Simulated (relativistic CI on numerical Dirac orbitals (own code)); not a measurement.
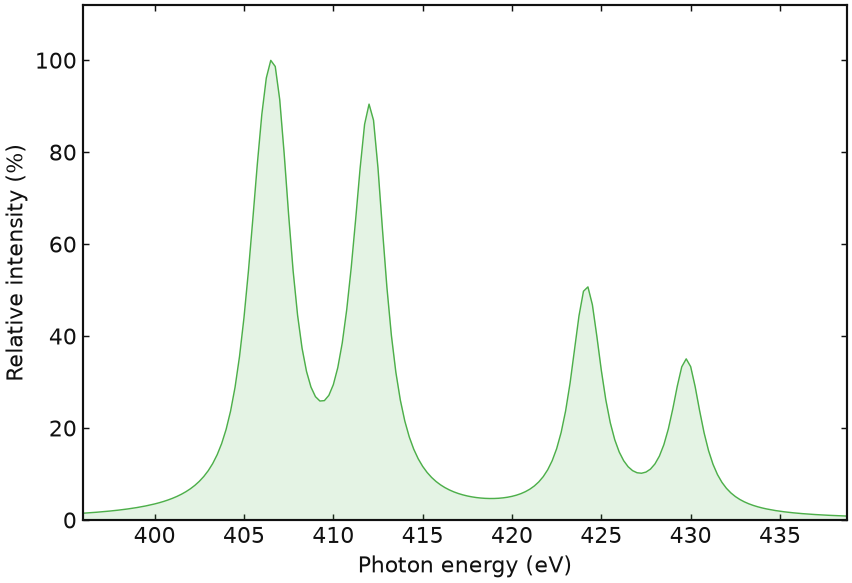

Computed core-level spectrum (absorption) of an ion of charge +6 in a field of D3d symmetry with 10Dq = 45,200, Dσ = 510, Dτ = −10 cm⁻¹. Multiplet model: relativistic Dirac–Coulomb–Breit theory, one configuration a step, Slater integrals scaled by 1, 10 K, Voigt broadening (Lorentzian 2 eV, Gaussian 0.4 eV full widths), computed with a radial Dirac CI code.

Q: Which element and which edge or line is it?

A: M₂,₃ X-ray absorption of Mo⁶⁺, initial configuration [Kr]. The main maxima lie at 406.6 eV (100), 412.0 eV (90), 424.2 eV (51) and 429.8 eV (35), heights in % of the largest; the centroid is at 414.0 eV. The lower edge holds 0.71 of the intensity (branching ratio, edges parted at 418 eV), and the core spin-orbit splitting of the orbitals is 17.9 eV. The ground state has S = 0.00.

Caveat: free-ion energies, so absolute edge positions are off by a few eV from solids.
